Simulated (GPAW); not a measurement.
# KI (Fm-3m): one start, several treatments of the self-energy

Aim: compare treatments of exchange, screening and correlation for the gap of KI (Fm-3m).

Method: PBE and many-body steps on it, plane waves, in GPAW 26.7.0.

### Step 1. Starting point

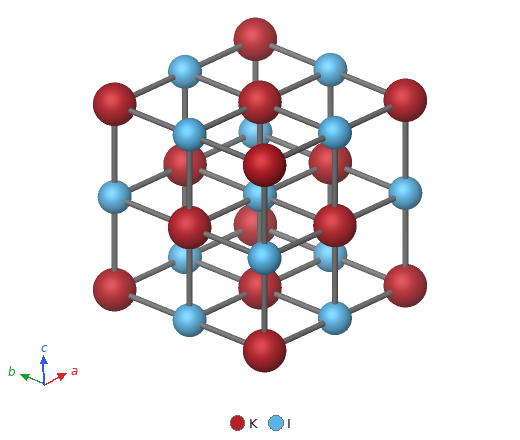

The starting structure, seen from a free direction (potassium red, iodine blue). This picture shows the conventional cell, with its axes. Some periodic images of atoms are drawn too.

As a file:

```cif
data_structure
_symmetry_space_group_name_H-M 'P 1'
_symmetry_Int_Tables_number 1
_cell_length_a 4.9961
_cell_length_b 4.9961
_cell_length_c 4.9961
_cell_angle_alpha 60.000
_cell_angle_beta 60.000
_cell_angle_gamma 60.000
_cell_volume 88.18
loop_
_atom_site_label
_atom_site_type_symbol
_atom_site_fract_x
_atom_site_fract_y
_atom_site_fract_z
_atom_site_occupancy
K1 K 0.00000 0.00000 0.00000 1
I2 I 0.50000 0.50000 0.50000 1
```

The cell and positions come from the Crystallography Open Database and are kept as given unless a step says otherwise. Spin-orbit coupling is left out unless a step names it.

### Step 2. Empty states on the mesh, 4×4×4 mesh, 473 bands

This step: GPAW 26.7.0; DFT, PBE, plane waves, PAW.

The sums over transitions need many empty states on a uniform mesh; this step solves for them.

Input file run.py:

```python
import json
import numpy as np
from gpaw.mpi import world
from gpaw import GPAW

calc = GPAW('gs.gpw').fixed_density(kpts={'size': (4, 4, 4), 'gamma': True},
    parallel={'domain': 1, 'band': 1},
    txt='nscf.txt')
calc.diagonalize_full_hamiltonian(nbands=473)
calc.write('full.gpw', mode='all')
res = {}
kpts = calc.get_ibz_k_points()
res['kpts'] = kpts
res['eigenvalues'] = [calc.get_eigenvalues(kpt=k) for k in range(len(kpts))]
res['n_electrons'] = calc.get_number_of_electrons()

if world.rank == 0:
    with open('result.json', 'w') as f:
        json.dump(res, f, default=lambda x: x.tolist())
```

Started as:

```bash
$ mpirun -n 4 gpaw python run.py
```

Numbers of over 12 decimals in the logs are rounded to 6 here.

Output:

```text
Diagonalizing LCAO Hamiltonian
Converting LCAO to pw mode
convergence criteria:
- Maximum integral of absolute [eigenst]ate change: 4e-08 eV^2 / valence electron
maximum number of iterations: 100

SCF iterations
|iter     |     time |      energy | eigst |  dens |
|iter:   1|  |             | +1.58 |       |
|iter:   2|  |             | +0.50 |       |
|iter:   3|  |             | -0.15 |       |
[...]
|iter:  25|  |             | -6.97 |       |
|iter:  26|  |             | -7.18 |       |
|iter:  27|  |             | -7.44c|       |
SCF steps: 27
  __  _  _
 | _ |_)|_||  |
 |__||  | ||/\| - 26.7.0

Input parameters:
  mode=PW(ecut=450.000000),
  convergence={'density': 1e-06, 'bands': -3},
  gpts=array([25, 25, 25]),
  kpts=MonkhorstPack(size=(4, 4, 4), gamma=True),
  maxiter=100,
  nbands=15,
  occupations=Occupations(name='fermi-dirac', width=0.001, fixmagmom=False),
  parallel={'domain': 1, 'band': 1},
  xc=XC(name='PBE')
Matrix size: 1924x1924
# Writing to full.gpw (mode='all')
  [... matrices ...]

timing:  # [seconds]
  Total: 15.950  # ━━━━━━━━━━━━━━━━━━━━━━━━━━━━━━━━━━━━━━━━━━━━━━━━━━━━━━━━━━
```

Run time: 21 s. Hardware: 4 MPI ranks of Arm Neoverse V1, shared host; peak memory 1.9 GiB; 84 s of CPU time.

Numbers from this step:

- gap: 3.977 eV
- k of the valence top: 0, 0, 0
- k of the conduction bottom: 0, 0, 0
- least direct gap: 3.977 eV
- k points computed: 8
- lowest point of the top converged band, above the valence top: 167.6972 eV

On this mesh the gap is 3.977 eV.

### Step 3. G0W0, Godby-Needs plasmon pole

G0W0 replaces the xc potential by the self-energy, built once from these orbitals. Only a window of levels is corrected, while the sums run over the empty bands that the input names.

This step: G0W0 with a vertex from the rALDA kernel on PBE, plane waves, PAW.

Input file run.py:

```python
import json
import numpy as np
from gpaw.mpi import world
from gpaw.response.g0w0 import G0W0

gw = G0W0('full.gpw',
    filename='gw',
    kpts=[0],
    bands=(6, 10),
    ecut=175,
    nbands=463,
    integrate_gamma='WS',
    ppa=True,
    xc='rALDA',
    fxc_mode=None,
    fxc_modes=['GWP', 'GWS', 'GWG'],
    do_GW_too=True)
gw.calculate()
res = {mode: {k: v for k, v in r.items() if k != 'sigma_eskwn'}
       for mode, r in gw.all_results.items()}

if world.rank == 0:
    with open('result.json', 'w') as f:
        json.dump(res, f, default=lambda x: x.tolist())
```

Started as:

```bash
$ mpirun -n 4 gpaw python run.py
```

Output:

```text
Using integrator: PointIntegrator
FrequencyGridDescriptor(from 0.000+0.000j to 0.000+27.211j eV, 2 points)
Nonperiodic BCs:  [False False False]
Using integrator: PointIntegrator
FrequencyGridDescriptor(from 0.000+0.000j to 0.000+27.211j eV, 2 points)
Nonperiodic BCs:  [False False False]
  ___  _ _ _
 |   || | | |
 | | || | | |
 |__ ||_____|
 |___|

BZ k-points: Symmetries present (total): 48

  [... matrices ...]
64 k-points: 4 x 4 x 4 Monkhorst-Pack grid + [1/8,1/8,1/8]
8 k-points in the irreducible part of the Brillouin zone
       k-points in crystal coordinates                weights
   0:     0.00000000    0.00000000    0.00000000          1/64
   1:     0.25000000    0.25000000    0.00000000          6/64
   2:     0.25000000    0.25000000    0.25000000          8/64
   3:     0.50000000    0.25000000   -0.25000000          6/64
   4:     0.50000000    0.25000000    0.25000000         12/64
   5:     0.50000000    0.50000000    0.00000000          3/64
   6:     0.50000000    0.50000000    0.25000000         24/64
   7:     0.50000000    0.50000000    0.50000000          4/64

Distributing spins, k-points and bands (1 x 1 x 4) over 4 processes
Number of blocks: 1

Quasi particle states:
k-points (IBZ indices): [0]
Band range: (6, 10)
  [... matrices ...]
Computational parameters:
Plane wave cut-off: 175 eV
Number of bands: 463
Coulomb cutoff: None
Broadening: 0.1 eV

fxc modes: GW, GWG, GWP, GWS
Kernel: rALDA
Using Godby-Needs plasmon-pole approximation:
  Fitting energy: i*E0, E0 = 1.000 Hartree
Summing all q:

Calculating screened Coulomb potential
No Coulomb truncation
FrequencyGridDescriptor(from 0.000+0.000j to 0.000+27.211j eV, 2 points)
Removing empty qpoint cache files...

Calculating chi0 body with:
    Ground state adapter containing:
    Number of spins: 1
    Number of kpoints: 64
    Number of irreducible kpoints: 8
    Number of completely occupied states: 8
    Number of partially occupied states: 8
    Occupied states memory: 1.907349 M / cpu

    Linear response parametrization:
    q_c: [0.0, 0.0, 0.0]
    Number of frequency points: 2
    Planewave cutoff: 175.0
    Number of bands: 463
    Number of planewaves: 459
    Broadening (eta): 1e-06
    comm.size: 4
    kncomm.size: 4
    blockcomm.size: 1

    Memory estimate of potentially large arrays:
        chi0_wGG: 6.429474 M / cpu
Integrating chi0 body.

Symmetries of q_c:
    Direct symmetries (Uq -> q): 48
    Indirect symmetries (TUq -> q): 0
In total 48 allowed symmetries.

  [... matrices ...]
8 groups of equivalent kpoints. 87.5% reduction.

Integral kind: response function
Integrating chi0 head and wings.

Symmetries of q_c:
    Direct symmetries (Uq -> q): 48
    Indirect symmetries (TUq -> q): 0
In total 48 allowed symmetries.

  [... matrices ...]
8 groups of equivalent kpoints. 87.5% reduction.

Integral kind: response function wings
Calculating rALDA kernel at 175.0 eV cutoff
q point 0 complete
q point 1 complete
q point 2 complete
q point 3 complete
q point 4 complete
q point 5 complete
q point 6 complete
q point 7 complete

Calculating chi0 body with:
    Ground state adapter containing:
    Number of spins: 1
    Number of kpoints: 64
[... the further q-points ...]

Results:
f:      Occupation numbers
eps:     KS-eigenvalues [eV]
vxc:     KS vxc [eV]
exx:     Exact exchange [eV]
sigma:   Self-energies [eV]
dsigma:  Self-energy derivatives
Z:       Renormalization factors
qp:      QP-energies [eV]

k-point 0 (0): (0.000, 0.000, 0.000)                GWP
band       f     eps     vxc     exx   sigma  dsigma       Z      qp
                                                                  GWP
   6   1.000   0.472 -14.167 -17.271   1.036  -0.235   0.810  -1.202
   7   1.000   0.472 -14.167 -17.271   1.036  -0.235   0.810  -1.202
   8   0.000   4.449  -7.838  -4.348  -3.132  -0.177   0.849   4.753
   9   0.000   6.979  -8.262  -3.910  -3.362  -0.187   0.843   7.813
                                                                  GWS
   6   1.000   0.472 -14.167 -17.271   1.592  -0.196   0.836  -0.792
   7   1.000   0.472 -14.167 -17.271   1.592  -0.196   0.836  -0.792
[...]
GWG
[...]
GW
[...]
7   1.000   0.472 -14.167 -17.271   1.048  -0.219   0.821  -1.216
   8   0.000   4.449  -7.838  -4.348  -2.939  -0.163   0.860   4.923
   9   0.000   6.979  -8.262  -3.910  -3.159  -0.172   0.853   7.997
```

It took 23 min on 4 MPI ranks; peak memory 8 GiB; 1.6 h of CPU time.

Numbers from this step:

```
gap with the vertex in the polarisability    : 5.955 eV
gap with the vertex in the self-energy       : 6.255 eV
gap with the vertex in both                  : 6.090 eV
G0W0 gap on the points computed              : 6.139 eV
least direct G0W0 gap on the computed points : 6.139 eV
Z at the valence top                         : 0.8206
Z at the conduction bottom                   : 0.8602
starting gap on the mesh                     : 3.977 eV
k of the valence top                         : 0, 0, 0
k of the conduction bottom                   : 0, 0, 0
```

The gap on the mesh goes from 3.98 eV to 6.14 eV, a correction of +2.16 eV.

### Step 4. G0W0 with rALDA vertex

run.py: that of step 3 with these lines changed.

```diff
@@ -9,4 +9,4 @@
     bands=(6, 10),
-    ecut=175,
-    nbands=463,
+    ecut=105,
+    nbands=215,
     integrate_gamma='WS',
@@ -14,5 +14,3 @@
     xc='rALDA',
-    fxc_mode=None,
-    fxc_modes=['GWP', 'GWS', 'GWG'],
-    do_GW_too=True)
+    fxc_mode='GWG')
 gw.calculate()
```

Started as:

```bash
$ mpirun -n 4 gpaw python run.py
```

Output:

```text
Using integrator: PointIntegrator
FrequencyGridDescriptor(from 0.000+0.000j to 0.000+27.211j eV, 2 points)
Nonperiodic BCs:  [False False False]
Using integrator: PointIntegrator
FrequencyGridDescriptor(from 0.000+0.000j to 0.000+27.211j eV, 2 points)
Nonperiodic BCs:  [False False False]
  ___  _ _ _
 |   || | | |
 | | || | | |
 |__ ||_____|
 |___|

BZ k-points: Symmetries present (total): 48

  [... matrices ...]
64 k-points: 4 x 4 x 4 Monkhorst-Pack grid + [1/8,1/8,1/8]
8 k-points in the irreducible part of the Brillouin zone
       k-points in crystal coordinates                weights
   0:     0.00000000    0.00000000    0.00000000          1/64
   1:     0.25000000    0.25000000    0.00000000          6/64
   2:     0.25000000    0.25000000    0.25000000          8/64
[...]
6:     0.50000000    0.50000000    0.25000000         24/64
   7:     0.50000000    0.50000000    0.50000000          4/64

Distributing spins, k-points and bands (1 x 1 x 4) over 4 processes
Number of blocks: 1

Quasi particle states:
k-points (IBZ indices): [0]
Band range: (6, 10)
  [... matrices ...]
Computational parameters:
Plane wave cut-off: 105 eV
Number of bands: 215
Coulomb cutoff: None
Broadening: 0.1 eV

fxc modes: GWG
Kernel: rALDA
Using Godby-Needs plasmon-pole approximation:
  Fitting energy: i*E0, E0 = 1.000 Hartree
Summing all q:

Calculating screened Coulomb potential
No Coulomb truncation
FrequencyGridDescriptor(from 0.000+0.000j to 0.000+27.211j eV, 2 points)
Removing empty qpoint cache files...

Calculating chi0 body with:
    Ground state adapter containing:
    Number of spins: 1
    Number of kpoints: 64
    Number of irreducible kpoints: 8
    Number of completely occupied states: 8
    Number of partially occupied states: 8
    Occupied states memory: 1.907349 M / cpu

    Linear response parametrization:
    q_c: [0.0, 0.0, 0.0]
    Number of frequency points: 2
    Planewave cutoff: 105.0
    Number of bands: 215
    Number of planewaves: 181
    Broadening (eta): 1e-06
    comm.size: 4
    kncomm.size: 4
    blockcomm.size: 1

    Memory estimate of potentially large arrays:
        chi0_wGG: 0.999786 M / cpu
Integrating chi0 body.

Symmetries of q_c:
    Direct symmetries (Uq -> q): 48
    Indirect symmetries (TUq -> q): 0
In total 48 allowed symmetries.

  [... matrices ...]
8 groups of equivalent kpoints. 87.5% reduction.

Integral kind: response function
Integrating chi0 head and wings.

Symmetries of q_c:
    Direct symmetries (Uq -> q): 48
    Indirect symmetries (TUq -> q): 0
In total 48 allowed symmetries.

  [... matrices ...]
8 groups of equivalent kpoints. 87.5% reduction.

Integral kind: response function wings
Calculating rALDA kernel at 105.0 eV cutoff
q point 0 complete
q point 1 complete
q point 2 complete
[...]
q point 6 complete
q point 7 complete

Calculating chi0 body with:
    Ground state adapter containing:
    Number of spins: 1
    Number of kpoints: 64
[... the further q-points ...]

Results:
f:      Occupation numbers
eps:     KS-eigenvalues [eV]
vxc:     KS vxc [eV]
exx:     Exact exchange [eV]
sigma:   Self-energies [eV]
dsigma:  Self-energy derivatives
Z:       Renormalization factors
qp:      QP-energies [eV]

k-point 0 (0): (0.000, 0.000, 0.000)                GWG
band       f     eps     vxc     exx   sigma  dsigma       Z      qp
                                                                  GWG
   6   1.000   0.472 -14.167 -17.271   1.689  -0.209   0.827  -0.699
   7   1.000   0.472 -14.167 -17.271   1.689  -0.209   0.827  -0.699
   8   0.000   4.449  -7.838  -4.348  -2.437  -0.145   0.873   5.369
   9   0.000   6.979  -8.262  -3.910  -2.658  -0.156   0.865   8.443
```

It took 3.7 min on 4 MPI ranks; peak memory 4.2 GiB; 15 min of CPU time.

Numbers from this step:

```yaml
quasiparticle_gap_on_the_points_computed: 6.068 eV
least_direct_quasiparticle_gap_on_the_computed_points: 6.068 eV
z_at_the_valence_top: 0.8273
z_at_the_conduction_bottom: 0.8731
starting_gap_on_the_mesh: 3.977 eV
k_of_the_valence_top: 0, 0, 0
k_of_the_conduction_bottom: 0, 0, 0
```

Against G0W0 in GPAW (4×4×4 mesh, 463 bands, screening to 175 eV, Godby-Needs plasmon pole), the gap moves by −0.071 eV.

### Step 5. Side by side

Times are wall times on 4 MPI ranks of Arm Neoverse V1, shared host, good to a factor of about two.

| run | mesh | bands | screening cutoff (eV) | DFT gap (eV) | gap on the mesh (eV) | direct (eV) | time |
| --- | --- | --- | --- | --- | --- | --- | --- |
| G0W0, Godby-Needs plasmon pole | 4×4×4 | 463 | 175 | 3.977 | 6.139 | 6.139 | 23 min |
| G0W0 with rALDA vertex | 4×4×4 | 215 | 105 | 3.977 | 6.068 | 6.068 | 3.7 min |

### Step 6. What came out

| Item | Value |
| --- | --- |
| G0W0, Godby-Needs plasmon pole | 6.139 eV |
| G0W0 with rALDA vertex | 6.068 eV |
| known limits | not at the basis limit; no spin-orbit coupling |

What this shows: G0W0 with rALDA vertex: −0.071 eV against G0W0, Godby-Needs plasmon pole, at other bands or cutoff, so not like for like. With the rALDA kernel as a vertex the gap is 5.95 eV (in the polarisability), 6.26 eV (in the self-energy) and 6.09 eV (in both), against 6.14 eV without. Bands and cutoff are finite, so the gap is not at the basis limit. The miss can reach some tenths of an eV and take either sign; the mesh is an error of its own. These stock PAW sets were not made for GW; the filled d or f shell of I lies in the frozen core, which bears on start and correction. In the G0W0 runs levels were corrected at 1 k point alone, so a gap called «on the mesh» is the least over those, and an edge elsewhere would be missed. The many-body steps are scalar-relativistic: spin-orbit coupling is not in them.

[Paths, hosts, dates, memory and timing lines, banners, echoed tables and standing remarks are left out of the program output.]

[Logs are printed without paths, hosts, clocks, repeated set-up lines and the standing remarks that a program may print on its own settings, such as how far it seeks lower states.]

[Runs of the session that timed out or met a known fault of the program may be left out.]

[Hosts, paths, dates, database ids (printed as entryN), source tags and the programs' standing remarks are cut or masked in the printed files.]
